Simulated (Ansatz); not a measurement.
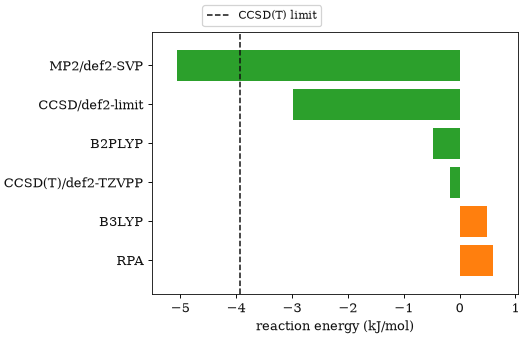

Electronic reaction energy of SiNH₅S (N[SiH2]S) + H₂Te ([TeH2]) → SiNH₅Te (N[SiH2][TeH]) + H₂S (S) (SMILES in brackets) at several levels (functionals in def2-TZVPP unless a basis is named), isolated molecules at PBE0-D4 triple-zeta geometries, minima by their frequencies, no zero-point or thermal terms, the Ansatz code 0.2.0. The line is frozen-core CCSD(T) at the basis limit (MP2 extrapolated from triple and quadruple zeta, plus CCSD(T) less MP2 in a smaller set). B2PLYP and RPA hold a correlation term that converges slowly with the basis, so part of the distance to the limit is basis error. No dispersion term is added to B2PLYP. The distance of MP2/def2-SVP and CCSD(T)/def2-TZVPP to the limit includes basis error. Core potentials past Kr.

Q: What range do the values span, the line included?

A: From −5.1 kJ/mol (MP2/def2-SVP) to 0.6 kJ/mol (RPA).

Q: Which level comes closest to the line (CCSD(T) limit), and which misses most?

A: Closest CCSD/def2-limit (−3.0 kJ/mol), against −3.9 kJ/mol; farthest RPA (0.6 kJ/mol).

Caveats: outer-core shells are correlated without core-valence functions, which makes the correlated values less sure; spin-orbit coupling is left out, and with Te it can shift these values.
